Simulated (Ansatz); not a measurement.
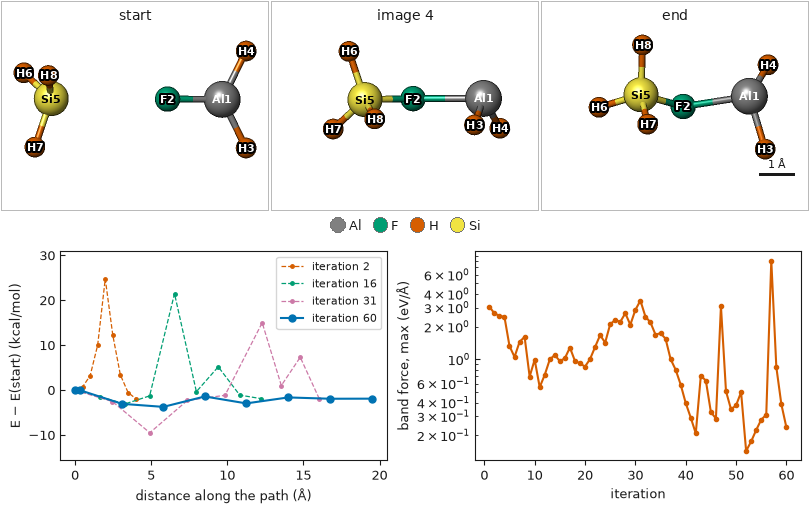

A nudged-elastic-band calculation for AlSiH$_{5}$F (multiplicity 2), made up at the start of AlH$_{2}$F and SiH3. Images are numbered from 0 (start) to 8 (end). The plot follows the band through its iterations. A ball-and-stick model, seen at a tilt.

These are results of UKS PBE0-D4/6-31G* in Ansatz 0.2.0, not measurements. Settings: 7 movable images; climbing image; force threshold 0.03 eV/Å; iteration limit 60; starting path through a guess of the saddle point.

### How did the profile develop, and is the result final?

The result isn't final. The band hadn't converged when the run stopped after 60 iterations. The largest component of the band force went from 3.1 to 0.24 eV/Å. The first iteration put the highest image at 26.36 kcal/mol. Relative to the start the highest point is image 0 at 0.00 kcal/mol and the end lies at −1.88 kcal/mol, but the profile dips to −3.71 kcal/mol at image 3 on the way, so there may be more than one step; on an unconverged band the side maxima are provisional.

Limits of the set-up: the start holds two separate molecules, 3.5 Å apart at their closest, whose relative position is a soft coordinate.
